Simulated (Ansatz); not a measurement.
# C2H8ClNO2Ti: taking an electron away

How much energy removes an electron from C2H8ClNO2Ti at fixed geometry? The cation is run at each level and the neutral's energy taken from earlier runs.

Computed with Ansatz 0.2.0, Gaussian basis. Level: unrestricted cation, the program's frozen cores in correlated methods.

Levels to be run: UKS PBE-D4/def2-TZVPP; UKS r2SCAN-D4/def2-TZVPP; UKS PBE0-D4/def2-TZVPP; UKS B3LYP-D4/def2-TZVPP; UKS wB97X-V/def2-TZVPP; UKS wB97M-V/def2-TZVPP; UKS B2PLYP/def2-TZVPP; UHF-CCSD(T)/def2-TZVPP; UHF-MP2/def2-QZVPP; extrapolation to the limit; then −ε(HOMO) from the neutral's earlier runs with LDA (SPW92), PBE-D4, revPBE-D4, BLYP-D4, r2SCAN-D4, B97M-V, PBE0-D4, B3LYP-D4, r2SCANh-D4, r2SCAN0-D4, HSE06-D4, BHLYP-D4, CAM-B3LYP-D4, LC-ωPBE, ωB97X-V, ωB97M-V.

### 1 Structure used throughout

All runs share one geometry, relaxed beforehand with PBE0-D4 in a triple-zeta def2 set.

SMILES `C[NH][Ti]([OH])([Cl])[O]C`, 15 atoms, charge 0, spin multiplicity 1.

Atoms are counted from 1 here; the program's logs count them from 0.

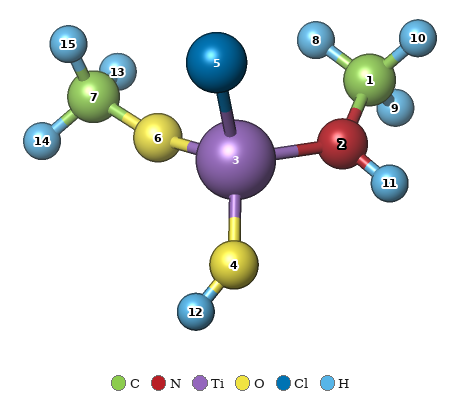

The structure; colours as in the key; atoms are numbered from 1 in the order of the file.

Coordinates:

```
C    -1.6491    1.5663    0.1412
N    -1.2989    0.5911   -0.8619
Ti    0.2764   -0.3842   -1.0443
O    -0.0713   -1.7433   -2.1551
Cl    1.8608    0.9616   -1.8872
O     0.8586   -0.8344    0.5533
C     1.6191   -0.8667    1.7160
H    -0.8454    1.6499    0.8760
H    -2.5625    1.2902    0.6813
H    -1.7964    2.5619   -0.2936
H    -2.0218    0.4601   -1.5593
H     0.1334   -2.6742   -2.2344
H     1.0514   -0.4438    2.5513
H     1.8859   -1.8990    1.9629
H     2.5378   -0.2863    1.5831
```

### 2 Cation, UKS PBE-D4/def2-TZVPP

Contents of in.yaml:

```yaml
crystal:
  periodic: [false, false, false]
  atoms:
    - {symbol: C, position_ang: [-1.649138, 1.566339, 0.141232]}
    - {symbol: N, position_ang: [-1.298885, 0.591086, -0.861878]}
    - {symbol: Ti, position_ang: [0.276426, -0.384175, -1.044254]}
    - {symbol: O, position_ang: [-0.071275, -1.743262, -2.155140]}
    - {symbol: Cl, position_ang: [1.860841, 0.961647, -1.887231]}
    - {symbol: O, position_ang: [0.858599, -0.834423, 0.553302]}
    - {symbol: C, position_ang: [1.619070, -0.866746, 1.716043]}
    - {symbol: H, position_ang: [-0.845359, 1.649875, 0.876039]}
    - {symbol: H, position_ang: [-2.562465, 1.290181, 0.681297]}
    - {symbol: H, position_ang: [-1.796443, 2.561862, -0.293638]}
    - {symbol: H, position_ang: [-2.021772, 0.460127, -1.559338]}
    - {symbol: H, position_ang: [0.133418, -2.674211, -2.234393]}
    - {symbol: H, position_ang: [1.051380, -0.443799, 2.551254]}
    - {symbol: H, position_ang: [1.885948, -1.898983, 1.962917]}
    - {symbol: H, position_ang: [2.537756, -0.286318, 1.583088]}
basis:
  gaussian: {orbitals: def2-TZVPP}
total_charge: 1
magnetization: {spin_polarized: true, initial_magnetization: 1}
hamiltonian: {xc: pbe, dispersion: d4}
```

After this run come: Cation, UKS r2SCAN-D4/def2-TZVPP; Cation, UKS PBE0-D4/def2-TZVPP; Cation, UKS B3LYP-D4/def2-TZVPP; Cation, UKS wB97X-V/def2-TZVPP; Cation, UKS wB97M-V/def2-TZVPP; Cation, UKS B2PLYP (frozen core)/def2-TZVPP; Cation, UHF-CCSD(T)/def2-TZVPP; Cation, UHF-MP2/def2-QZVPP.

Before running them: what should the planned runs give, taken together? Wanted: ionisation energy, CCSD(T)/CBS; nearest functional by difference; nearest −ε(HOMO); −ε(HOMO) of PBE; T1 of the cation.

The runs gave:

```
                        quantity               value
  ionisation energy, CCSD(T)/CBS             9.02 eV
nearest functional by difference  ωB97X-V (-0.14 eV)
                nearest −ε(HOMO)  ωB97M-V (+0.23 eV)
                 −ε(HOMO) of PBE             5.65 eV
                T1 of the cation               0.030
```

What this shows: Energy differences with functionals land within 0.59 eV of the reference. The PBE orbital energy is 3.4 eV too small: a semilocal HOMO is no ionisation energy. Among orbital estimates ωB97M-V comes nearest. Hartree-Fock falls 1.27 eV short, as the neutral has more correlation energy than the cation. The cation may have settled in a state other than its lowest; no search over hole states beyond the program's own was made. Correlated methods include outer-core shells of Ti, which these sets cover unevenly.
